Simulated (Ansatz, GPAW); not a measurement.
## C/Sr(110): converging a work function

Wanted: a convergence study on the slab C/Sr(110).

Calculated with GPAW 26.7.0 and Ansatz 0.2.0; Ansatz plane waves; slab in vacuum with a dipole correction, relaxation, in the first sound run; inputs show where later runs differ.

### Step 1. Starting point

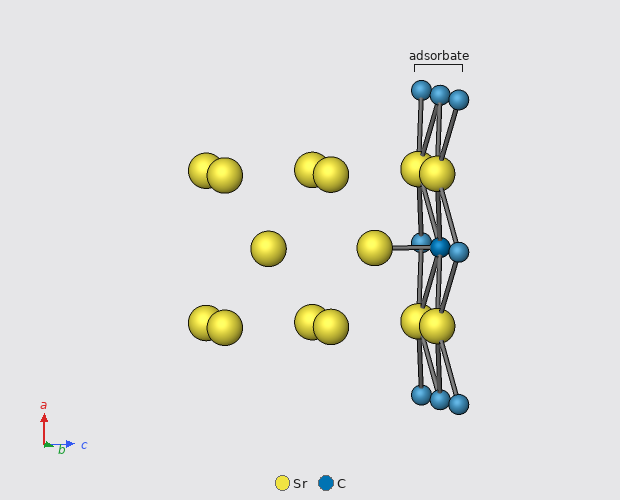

The starting structure, seen from the side, with the c axis across the page (strontium yellow, carbon blue). Some periodic images of atoms are drawn too.

The cell holds 6 atoms: 5 Sr and 1 C. Its edges and angles: a = 6.080 Å, b = 4.299 Å, c = 25.098 Å, α = 90.0°, β = 90.0°, γ = 90.0°. Vacuum lies along c.

### Step 2. Relaxing the atoms

The atoms are relaxed first, since the surface dipole, and with it the work function, follows the positions of the outer layers. The lowest 2 atoms are held at bulk positions and keep their forces.

input.yaml reads:

```yaml
crystal:
  lattice:
    - [6.08, 0.0, 0.0]
    - [0.0, 4.2992092296, 0.0]
    - [0.0, 0.0, 25.0984184592]
  atoms:
    - { symbol: Sr, position: [0.0, 0.0, 0.3187451836] }
    - { symbol: Sr, position: [0.5, 0.5, 0.4043921983] }
    - { symbol: Sr, position: [0.0, 0.0, 0.490039213] }
    - { symbol: Sr, position: [0.5, 0.5, 0.5756862277] }
    - { symbol: Sr, position: [0.0, 0.0, 0.6613332424] }
    - { symbol: C, position: [0.5, 0.5, 0.6812548164] }
kpoints:
  mp_grid: { grid: [5, 7, 1] }
hamiltonian:
  xc: pbe
scf:
  occupations: { method: fermi_dirac, width: 0.1 }
efield:
  axis: 3
  dipole_correction: true
  ramp_width: 0.05
relax:
  f_tol: 0.02
  max_steps: 60
  constraints: [{ sites: [0, 1] }]
output:
  write_potential: true
  write_density: true
  volumetric_format: npy
```

Started as:

```
$ ansatz run input.yaml --threads 4 --pin off --max-ram 8192MiB --backend cpu --events-out ev --progress --plain --runs-dir out
```

Numbers of over 12 decimals in the logs are rounded to 6 here.

Log:

```text
Engine: ansatz 0.2.0, x86_64-unknown-linux-gnu
Pseudopotentials: kind: paw
Pseudopotential: Sr, paw, valence charge 10, recommended cutoff 420 eV (normal), Sr.paw.azcp
Pseudopotential: C, paw, valence charge 4, recommended cutoff 420 eV (normal), C.paw.azcp
Functional definition: PBE
  parameter kappa = 0.804
  parameter beta = 0.066725
  exchange = pbe_x(kappa = kappa, mu = beta*pi^2/3)
  correlation = pbe_c(beta = beta)
Crystal: 6 atoms, lattice volume = 656.052 Å³
Basis set: ecut = 420 eV, 12881 PW (Γ), exchange–correlation on 90×60×360 points (8 copies of the dense FFT grid, shifted against one another)
Bands: 33, of which v1, the nominal top of the filled ones, is band 27 counted from 1 (26 counted from 0)
Symmetry: 4 space group operations
Space group: Pmm2 (ITA 25), of the structure as read, at distance tolerance 8.7e-5 Å
k-points: 12 of 35
Non-local potential: Sr, projectors of the file, l = 0: 3, l = 1: 2, l = 2: 2
Non-local potential: C, projectors of the file, l = 0: 2, l = 1: 2, l = 2: 1
PAW form: soft (Blöchl's): semilocal exchange-correlation on the pseudo side does not see the compensation charge
PAW one-centre angular grid: Sr, 110 points (default); XC on 64 Gauss nodes
PAW one-centre angular grid: C, 110 points (default); XC on 64 Gauss nodes
Initial density: superposition of atomic densities (neutral atoms: chi_scale 0, normalization atom), corrected by the library's trained network
Initial wavefunctions: pseudopotential atomic-orbital guess
Functional: x = pbe(κ = 0.804, μ = 0.219515), c = pbe(β = 0.066725)
SCF iter   1: F=—  HF=-17966.359780 eV  |F-HF|=—  |Δ(HF+E_count)|=         —  Δρ=8.46e-3  dr2=3.34e0  ethr=1.77e-3  p=-0.218 e·Å  D=-6.02e-2 V/Å  ΔV_dip=1.51 eV  dr2_dipole=2.78e-1  V_vac-E_F(+/−)=3.86/2.35 eV  ⟨swp⟩=16.6  Hψ=6217  notcnv=0
efield: sawtooth ramp at fractional position 0.9750 (placed from the atoms, in the widest stretch of the axis that holds none; the zero of the levels goes with the place), width 0.0500; the density the first Hamiltonian is built on has a dipole p = -0.218 e·Å; the dipole correction subtracts the counter field D = -6.02e-2 V/Å, which shifts the + side's vacuum level by +1.51 eV against the − side's; the planar-averaged density in the ramp window peaks in size at 8.6e-6 e/Å³
automatic band count: the SCF goes on with 39 bands, as 33 were too few: the levels above may hold too much charge
preconditioner: auto → LDOS  [metal: Δε(μ)=0.012 eV  Ē_g=2.192 eV  σ=0.100 eV  W_gap=0.03  n_scr=58 (ndim 8)  ℏωp=5.0 eV  f_vac=0.477  D(μ)=8.27/eV (n_scr^D=36)  β→1.0]
SCF iter   2: F=—  HF=-17966.232139 eV  |F-HF|=—  |Δ(HF+E_count)|=   1.28e-1  Δρ=2.02e-3  dr2=6.83e-2  ethr=1.77e-3  p=-0.193 e·Å  D=-5.32e-2 V/Å  ΔV_dip=1.34 eV  dr2_dipole=7.81e-3  V_vac-E_F(+/−)=3.87/2.54 eV  ⟨swp⟩=3.2  Hψ=694  notcnv=0
SCF iter   3: F=—  HF=-17966.239019 eV  |F-HF|=—  |Δ(HF+E_count)|=   6.88e-3  Δρ=1.00e-3  dr2=1.28e-2  ethr=1.26e-4  p=-0.180 e·Å  D=-4.97e-2 V/Å  ΔV_dip=1.25 eV  dr2_dipole=3.42e-6  V_vac-E_F(+/−)=3.80/2.55 eV  ⟨swp⟩=2.2  Hψ=706  notcnv=0
SCF iter   4: F=—  HF=-17966.240253 eV  |F-HF|=—  |Δ(HF+E_count)|=   1.23e-3  Δρ=5.04e-4  dr2=6.26e-3  ethr=2.37e-5  p=-0.176 e·Å  D=-4.84e-2 V/Å  ΔV_dip=1.22 eV  dr2_dipole=7.93e-4  V_vac-E_F(+/−)=3.79/2.57 eV  ⟨swp⟩=1.0  Hψ=476  notcnv=0
SCF iter   5: F=—  HF=-17966.240252 eV  |F-HF|=—  |Δ(HF+E_count)|=   1.08e-6  Δρ=1.15e-4  dr2=1.56e-4  ethr=1.16e-5  p=-0.172 e·Å  D=-4.74e-2 V/Å  ΔV_dip=1.19 eV  dr2_dipole=2.27e-5  V_vac-E_F(+/−)=3.77/2.58 eV  ⟨swp⟩=1.2  Hψ=471  notcnv=0
SCF iter   6: F=—  HF=-17966.240334 eV  |F-HF|=—  |Δ(HF+E_count)|=   8.25e-5  Δρ=3.75e-5  dr2=2.96e-5  ethr=2.89e-7  p=-0.170 e·Å  D=-4.68e-2 V/Å  ΔV_dip=1.18 eV  dr2_dipole=1.37e-6  V_vac-E_F(+/−)=3.76/2.59 eV  ⟨swp⟩=2.9  Hψ=668  notcnv=0
SCF iter   7: F=-17966.240334 eV  HF=-17966.240340 eV  |F-HF|=6.22e-6  |Δ(HF+E_count)|=   6.01e-6  Δρ=1.37e-5  dr2=5.63e-6  ethr=1.85e-8  p=-0.170 e·Å  D=-4.68e-2 V/Å  ΔV_dip=1.18 eV  dr2_dipole=1.57e-6  V_vac-E_F(+/−)=3.76/2.59 eV  ⟨swp⟩=13.4  Hψ=4284  notcnv=0
SCF 1 converged in 7 iterations: F = -17966.240334 eV  dr2 = 5.63e-6
  Residual-converged pass: ⟨swp⟩=1.0  Hψ=516  notcnv=0  max |occ|·‖R‖ = 7.1e-9 eV (tolerance 1.0e-8 eV)  dr2=5.63e-6  dr2_onsite=3.82e-8  max |Δocc| = 1.3e-10
  greatest PAW one-centre occupation: 0.988 electrons in one spin orbital (limit 2), on the Sr atom at site 0 (counted from 0), in its partial waves of l = 0
relax step   1: F+E_penalty+E_count = -17966.24033427 eV  Δ(F+E_penalty+E_count) = +0.000e0 eV  max|allowed force component| = 1.113e0 eV/Å  Δτ_max = 0.0000 Å  (7 SCF iters, dr2 threshold 1.00e-5 eV, accepted)
Bands: 39, of which v1, the nominal top of the filled ones, is band 27 counted from 1 (26 counted from 0)
Initial density: handed on by an earlier stage of this run
Initial wavefunctions: those handed on with the density
SCF iter   1: F=—  HF=-17966.546755 eV  |F-HF|=—  |Δ(HF+E_count)|=         —  Δρ=8.77e-3  dr2=2.95e0  ethr=3.10e-3  p=-0.170 e·Å  D=-4.68e-2 V/Å  ΔV_dip=1.18 eV  dr2_dipole=7.83e-1  V_vac-E_F(+/−)=3.87/2.69 eV  ⟨swp⟩=6.2  Hψ=1551  notcnv=0
efield: sawtooth ramp at fractional position 0.9750 (handed on by an earlier solve), width 0.0500; the density the first Hamiltonian is built on has a dipole p = -0.170 e·Å; the dipole correction subtracts the counter field D = -4.68e-2 V/Å, which shifts the + side's vacuum level by +1.18 eV against the − side's; the planar-averaged density in the ramp window peaks in size at 2.9e-6 e/Å³
preconditioner: auto → LDOS  [metal: Δε(μ)=0.054 eV  Ē_g=2.245 eV  σ=0.100 eV  W_gap=0.13  n_scr=58 (ndim 8)  ℏωp=5.0 eV  f_vac=0.472  D(μ)=7.90/eV (n_scr^D=30)  β→1.0]
SCF iter   2: F=—  HF=-17966.416652 eV  |F-HF|=—  |Δ(HF+E_count)|=   1.30e-1  Δρ=1.77e-3  dr2=2.62e-2  ethr=3.10e-3  p=-0.135 e·Å  D=-3.71e-2 V/Å  ΔV_dip=0.93 eV  dr2_dipole=8.76e-6  V_vac-E_F(+/−)=3.53/2.60 eV  ⟨swp⟩=2.2  Hψ=630  notcnv=0
SCF iter   3: F=—  HF=-17966.431350 eV  |F-HF|=—  |Δ(HF+E_count)|=   1.47e-2  Δρ=9.59e-4  dr2=2.27e-2  ethr=4.86e-5  p=-0.120 e·Å  D=-3.31e-2 V/Å  ΔV_dip=0.83 eV  dr2_dipole=3.43e-3  V_vac-E_F(+/−)=3.43/2.60 eV  ⟨swp⟩=2.2  Hψ=709  notcnv=0
SCF iter   4: F=—  HF=-17966.430155 eV  |F-HF|=—  |Δ(HF+E_count)|=   1.20e-3  Δρ=2.33e-4  dr2=5.43e-4  ethr=4.20e-5  p=-0.114 e·Å  D=-3.14e-2 V/Å  ΔV_dip=0.79 eV  dr2_dipole=4.81e-5  V_vac-E_F(+/−)=3.38/2.59 eV  ⟨swp⟩=2.0  Hψ=536  notcnv=0
[...]
efield: sawtooth ramp at fractional position 0.9750 (handed on by an earlier solve), width 0.0500; the density the first Hamiltonian is built on has a dipole p = -0.109 e·Å; the dipole correction subtracts the counter field D = -3.02e-2 V/Å, which shifts the + side's vacuum level by +0.76 eV against the − side's; the planar-averaged density in the ramp window peaks in size at 2.9e-6 e/Å³
preconditioner: auto → LDOS  [metal: Δε(μ)=0.042 eV  Ē_g=2.189 eV  σ=0.100 eV  W_gap=0.10  n_scr=58 (ndim 8)  ℏωp=5.0 eV  f_vac=0.474  D(μ)=8.56/eV (n_scr^D=36)  β→1.0]
SCF iter   2: F=—  HF=-17966.441664 eV  |F-HF|=—  |Δ(HF+E_count)|=   2.92e-3  Δρ=5.28e-4  dr2=3.49e-3  ethr=5.28e-5  p=-0.099 e·Å  D=-2.72e-2 V/Å  ΔV_dip=0.68 eV  dr2_dipole=3.44e-4  V_vac-E_F(+/−)=3.28/2.60 eV  ⟨swp⟩=2.0  Hψ=558  notcnv=0
SCF iter   3: F=—  HF=-17966.441538 eV  |F-HF|=—  |Δ(HF+E_count)|=   1.26e-4  Δρ=1.60e-4  dr2=4.86e-4  ethr=6.46e-6  p=-0.096 e·Å  D=-2.65e-2 V/Å  ΔV_dip=0.67 eV  dr2_dipole=2.12e-5  V_vac-E_F(+/−)=3.26/2.60 eV  ⟨swp⟩=2.0  Hψ=594  notcnv=0
SCF iter   4: F=—  HF=-17966.441355 eV  |F-HF|=—  |Δ(HF+E_count)|=   1.83e-4  Δρ=6.72e-5  dr2=8.65e-5  ethr=9.00e-7  p=-0.094 e·Å  D=-2.59e-2 V/Å  ΔV_dip=0.65 eV  dr2_dipole=2.88e-5  V_vac-E_F(+/−)=3.25/2.60 eV  ⟨swp⟩=2.0  Hψ=604  notcnv=0
SCF iter   5: F=—  HF=-17966.441358 eV  |F-HF|=—  |Δ(HF+E_count)|=   3.20e-6  Δρ=1.75e-5  dr2=6.16e-6  ethr=1.60e-7  p=-0.093 e·Å  D=-2.57e-2 V/Å  ΔV_dip=0.64 eV  dr2_dipole=2.32e-6  V_vac-E_F(+/−)=3.24/2.60 eV  ⟨swp⟩=2.0  Hψ=595  notcnv=0
SCF iter   6: F=—  HF=-17966.441361 eV  |F-HF|=—  |Δ(HF+E_count)|=   2.72e-6  Δρ=8.59e-6  dr2=2.56e-6  ethr=2.75e-9  p=-0.093 e·Å  D=-2.56e-2 V/Å  ΔV_dip=0.64 eV  dr2_dipole=6.30e-7  V_vac-E_F(+/−)=3.24/2.60 eV  ⟨swp⟩=12.9  Hψ=3898  notcnv=0
SCF iter   7: F=-17966.441361 eV  HF=-17966.441361 eV  |F-HF|=1.66e-9  |Δ(HF+E_count)|=   3.78e-8  Δρ=1.62e-6  dr2=2.52e-8  ethr=2.75e-9  p=-0.093 e·Å  D=-2.56e-2 V/Å  ΔV_dip=0.64 eV  dr2_dipole=1.72e-9  V_vac-E_F(+/−)=3.24/2.60 eV  ⟨swp⟩=11.6  Hψ=3410  notcnv=0
SCF 3 converged in 7 iterations: F = -17966.441361 eV  dr2 = 2.52e-8
relax step   3: F+E_penalty+E_count = -17966.44136070 eV  Δ(F+E_penalty+E_count) = -1.116e-2 eV  max|allowed force component| = 8.800e-2 eV/Å  Δτ_max = 0.0557 Å  (7 SCF iters, dr2 threshold 1.49e-6 eV, accepted)
[...]
relax step   4: F+E_penalty+E_count = -17966.44513904 eV  Δ(F+E_penalty+E_count) = -3.778e-3 eV  max|allowed force component| = 4.290e-2 eV/Å  Δτ_max = 0.0474 Å  (7 SCF iters, dr2 threshold 4.84e-7 eV, accepted)
[...]
relax step   5: F+E_penalty+E_count = -17966.44608125 eV  Δ(F+E_penalty+E_count) = -9.422e-4 eV  max|allowed force component| = 6.220e-3 eV/Å  Δτ_max = 0.0432 Å  (6 SCF iters, dr2 threshold 4.37e-7 eV, accepted)
iter 1 solved again at ethr=5.57e-10 eV; its pass at ethr=3.10e-3 eV (dr2=3.01e-7 eV) is discarded
SCF iter   1: F=—  HF=-17966.446113 eV  |F-HF|=—  |Δ(HF+E_count)|=         —  Δρ=4.26e-6  dr2=3.04e-7  ethr=5.57e-10  p=-0.091 e·Å  D=-2.51e-2 V/Å  ΔV_dip=0.63 eV  dr2_dipole=6.08e-8  V_vac-E_F(+/−)=3.23/2.59 eV  ⟨swp⟩=1.0  Hψ=1224  notcnv=0
efield: sawtooth ramp at fractional position 0.9750 (handed on by an earlier solve), width 0.0500; the density the first Hamiltonian is built on has a dipole p = -0.091 e·Å; the dipole correction subtracts the counter field D = -2.51e-2 V/Å, which shifts the + side's vacuum level by +0.63 eV against the − side's; the planar-averaged density in the ramp window peaks in size at 2.8e-6 e/Å³
preconditioner: auto → LDOS  [metal: Δε(μ)=0.039 eV  Ē_g=2.191 eV  σ=0.100 eV  W_gap=0.10  n_scr=58 (ndim 8)  ℏωp=5.0 eV  f_vac=0.476  D(μ)=8.51/eV (n_scr^D=36)  β→1.0]
SCF iter   2: F=-17966.446081 eV  HF=-17966.446081 eV  |F-HF|=1.47e-8  |Δ(HF+E_count)|=   3.19e-5  Δρ=1.89e-6  dr2=4.64e-8  ethr=1.85e-10  p=-0.091 e·Å  D=-2.51e-2 V/Å  ΔV_dip=0.63 eV  dr2_dipole=7.86e-9  V_vac-E_F(+/−)=3.23/2.59 eV  ⟨swp⟩=9.4  Hψ=3428  notcnv=0
SCF 6 converged in 2 iterations: F = -17966.446081 eV  dr2 = 4.64e-8
relax step   6: F+E_penalty+E_count = -17966.44608146 eV  Δ(F+E_penalty+E_count) = -2.086e-7 eV  max|allowed force component| = 6.240e-3 eV/Å  Δτ_max = 0.0000 Å  (2 SCF iters, accepted)
NSCF: frozen V_eff on 12 k-points
the band table was solved once a step of the walk had ended and its energy, with any forces and stress, was formed, with the checks that follow a solve (2567 applications of the Hamiltonian). They found nothing against the state; the energy, forces and stress were not computed again (output.eigenvalues in the input reference)
WARN: The output density's exchange-correlation potential varies sharply where the density is thin. Do not read a vacuum level from v_tot or v_xc, or from such a field of the output density. On a cell that repeats whose density bears no net charge and no dipole along the vacuum's axis use v_es (v_loc + v_h of the components); under efield.dipole_correction with no amplitude use v_es + v_field, which holds any externa [...]
SCF converged after 2 iterations
Free energy (F): -17966.446081 eV
Harris-Foulkes:  -17966.446081 eV  (|F-HF|=1.47e-8)
Internal energy: -17966.166318 eV  (E = F + TS)
E sigma→0 (E₀):  -17966.306200 eV
Entropy (-TS):   -0.279764 eV (-46.627 meV/atom)
Fermi energy:    0.528018 eV
Dipole field:    D = -0.025207 V/Å  (p = -0.091391 e·Å, saw-weighted, corrected)
Work function:   Φ+ = 3.2265 eV   Φ− = 2.5938 eV
Levels:          The Fermi level and band energies are counted from a zero that moves with the ramp; work functions are not
--- Per-component energies (eV) ---
  E_band       = -923.736903
  E_kinetic    = 1280.526441
  E_local      = -17118.741369  (includes V_loc(G=0)·N_el)
  E_nonlocal   = 1041.186103
  E_hartree    = 7464.568784
  E_xc         = -898.517005
  E_vxc        = -848.077048  (∫ρ·V_xc dr)
  E_paw        = -13570.994610  (= ΣΔE_a)
  E_vpaw       = -207.871984  (= ΣTr[D̂ρ^β])
  E_aug_tail   = -0.000003  (compensation charges beyond the density's cutoff)
  E_efield     = 0.001152  (sawtooth field / dipole correction)
  E_vefield    = 0.102516  (∫n·V_field dr)
  E_ewald      = 3835.804189
  E_smearing   = -0.279764  (= −TS)
  E_closure    = 0.000000  (closes the sum)
  Σ components = -17966.446081   (vs F -17966.446081, Δ=0.00e0)
--- Forces (eV/Å), atoms counted from 1 ---
  atom   1  Sr    -0.00000000    -0.00000000     0.03477889
  atom   2  Sr     0.00000000     0.00000000    -0.03415695
  atom   3  Sr    -0.00000000     0.00000000     0.00624042
  atom   4  Sr     0.00000000    -0.00000000    -0.00299299
  atom   5  Sr     0.00000000    -0.00000000    -0.00048035
  atom   6  C      0.00000000    -0.00000000    -0.00348437
  max |Σ_I F_I| component: 9.54e-5 eV/Å
--- Band table (eV; the first three rows and the last of 12) ---
  k-point 0: bands = [... 23 lower, -0.5288, 0.0230, 0.0380, 0.3646, 0.6933, 1.0074, 1.1327, 1.3500, ... 8 higher]
  k-point 1: bands = [... 23 lower, -0.3936, 0.0082, 0.1188, 0.4897, 0.6206, 0.8442, 1.2748, 1.2943, ... 8 higher]
  k-point 2: bands = [... 23 lower, -0.3149, -0.0596, 0.2316, 0.4197, 0.6153, 1.0471, 1.1125, 1.2785, ... 8 higher]
  k-point 11: bands = [... 23 lower, -0.1543, -0.1220, 0.2994, 0.5431, 0.6262, 0.7701, 0.9531, 0.9803, ... 8 higher]
--- Relaxed structure (6 steps of the walk, 6 accepted, 0 SCFs on fresh bases) ---
  F+E_penalty+E_count = -17966.44608146 eV   max|allowed force component| = 6.240e-3 eV/Å
  atoms:
    - { symbol: Sr, position: [0.0, 0.0, 0.3187451836] }
    - { symbol: Sr, position: [0.500000, 0.500000, 0.4043921983] }
    - { symbol: Sr, position: [1.219871716774801e-18, 0, 0.484716] }
    - { symbol: Sr, position: [0.500000, 0.500000, 0.573599] }
    - { symbol: Sr, position: [-1.207551207815128e-18, 0, 0.666603] }
    - { symbol: C, position: [0.500000, 0.500000, 0.669462] }
```

Run time: 19 s. Hardware: 4 threads of Intel Xeon 6975P-C (Granite Rapids), shared host; peak memory 1.1 GiB.

Step by step:

```
step  energy less that of the first step (eV)  largest force component (eV/Å)
   1                                   0.0000                          1.1128
   2                                  -0.1899                          0.1542
   3                                  -0.2010                          0.0880
   4                                  -0.2048                          0.0429
   5                                  -0.2057                          0.0062
   6                                  -0.2057                          0.0062
```

The run keeps the 4 symmetry operations that it works with, so distortions that break them were not tested.

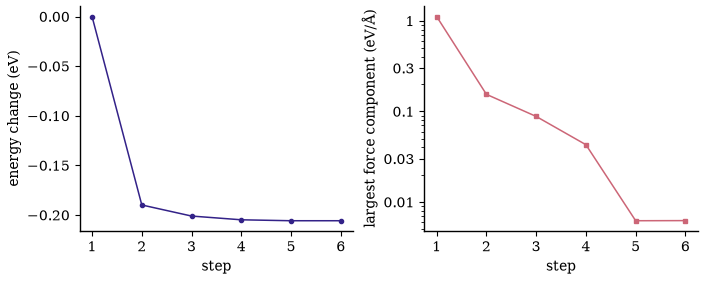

Energy and largest force along the relaxation.

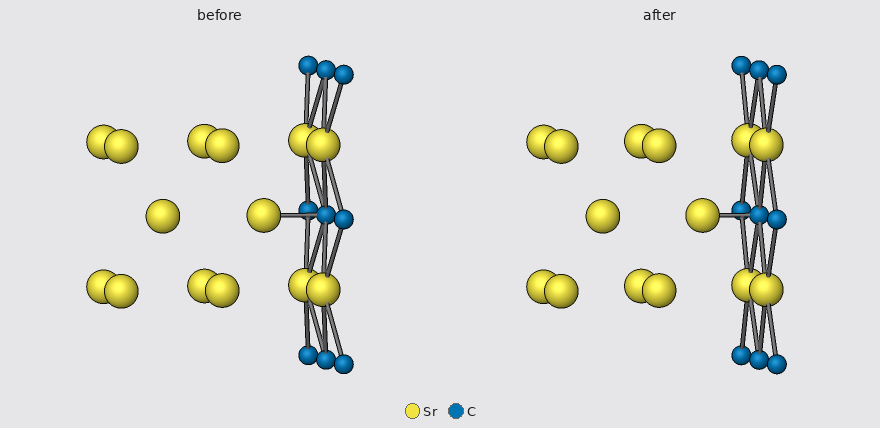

The structure before and after the relaxation, drawn at the same scale.

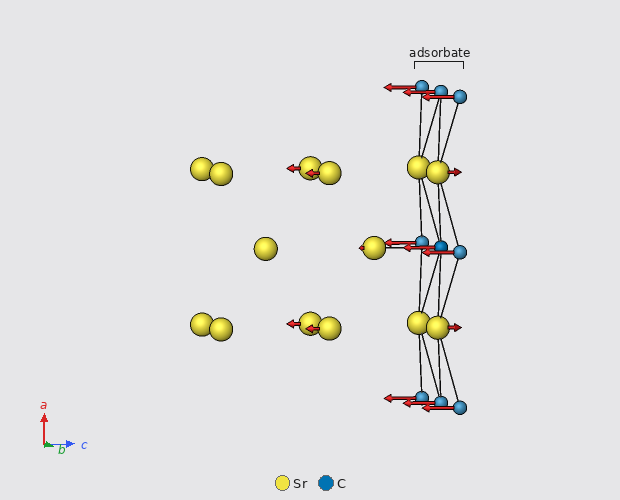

Displacements in the relaxation, exaggerated; the longest in the cell stands for 0.30 Å. Some periodic images of atoms are drawn too.

The atoms that moved most (Å):

```
atom     dx     dy      dz  length
  C6  0.000  0.000  -0.296   0.296
 Sr3  0.000  0.000  -0.134   0.134
 Sr5  0.000  0.000   0.132   0.132
 Sr4  0.000  0.000  -0.052   0.052
```

Final coordinates:

```xyz
6
Lattice="6.0800 0.0000 0.0000 0.0000 4.2992 0.0000 0.0000 0.0000 25.0984" Properties=species:S:1:pos:R:3
Sr    0.0000    0.0000    8.0000
Sr    3.0400    2.1496   10.1496
Sr    0.0000    0.0000   12.1656
Sr    3.0400    2.1496   14.3964
Sr    0.0000    0.0000   16.7307
C     3.0400    2.1496   16.8024
```

This step gave:

| Quantity | Value |
| --- | --- |
| free energy | -17966.4461 eV |
| smearing term TS | 0.2798 eV |
| gap by band count | 0.01872 eV |
| symmetry operations | 4 |
| upper work function | 3.226 eV |
| lower work function | 2.594 eV |
| dipole along the normal | -0.09139 e·Å |
| dipole field | -0.02521 V/Å |
| vacuum level above | 3.754 eV |
| vacuum level below | 3.122 eV |

The electrostatic potential energy of an electron (with the applied field's), less the Fermi level, planar mean oscillates, so the rows of the table below give means over windows of 2.09 Å about each position, cut where the curve ends. Its maxima inside the range that stand out by 2 % of the span (Å: eV): 9.1: -0.919, 11.2: -1.34, 13.2: -0.540, 15.6: 0.517. Its minima: 7.9: -8.09, 10.2: -7.88, 12.1: -8.02, 14.4: -7.70, 16.7: -10.1.

The electrostatic potential energy of an electron (with the applied field's), less the Fermi level, planar mean by z; means over each step:

```
z (Å)  electrostatic potential energy of an electron (with the applied field's), less the Fermi level, planar mean (eV)
 1.04                                                                                                              2.64
 3.13                                                                                                              2.59
 5.22                                                                                                              2.38
 7.31                                                                                                             -2.73
 9.40                                                                                                             -3.92
11.49                                                                                                             -4.40
13.58                                                                                                             -3.47
15.67                                                                                                             -2.83
17.77                                                                                                            -0.986
19.85                                                                                                              3.17
21.95                                                                                                              3.22
24.03                                                                                                              3.19
```

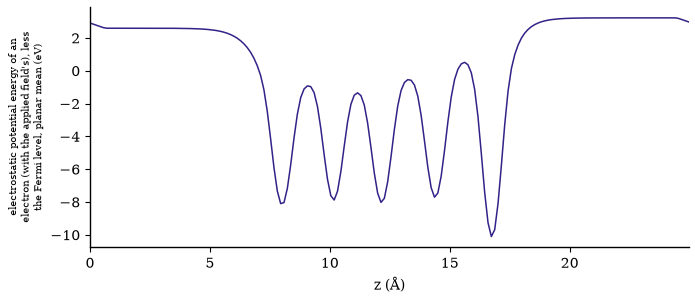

Electrostatic potential energy of an electron (with the applied field's), less the Fermi level, planar mean against z.

The valence density, planar mean oscillates, so the rows of the table below give means over windows of 2.16 Å about each position, cut where the curve ends. Its maxima inside the range that stand out by 2 % of the span (Å: e/Å³): 8.1: 0.258, 10.2: 0.269, 12.1: 0.265, 14.4: 0.260, 16.7: 0.376. Its minima: 9.1: 0.0764, 11.2: 0.0906, 13.2: 0.0688, 15.5: 0.0689.

Table of valence density, planar mean by z; means over each step:

```
z (Å)  valence density, planar mean (e/Å³)
 1.08                               2.3e-6
 3.24                               1.2e-4
 5.40                              0.00411
 7.56                                0.151
 9.72                                0.180
11.88                                0.183
14.04                                0.171
16.20                                0.224
18.36                               0.0425
20.52                               3.6e-4
22.68                               5.1e-6
```

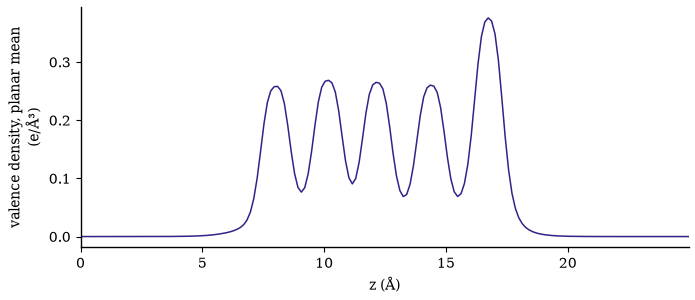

Valence density, planar mean against z.

The relaxation lowered the energy of the cell by 0.206 eV.

(Continued in part 2 of 3.)

[Logs are printed without paths, hosts, clocks, repeated set-up lines and the standing remarks that a program may print on its own settings, such as how far it seeks lower states.]

[Hosts, paths, dates, database ids (printed as entryN), source tags and the programs' standing remarks are cut or masked in the printed files.]
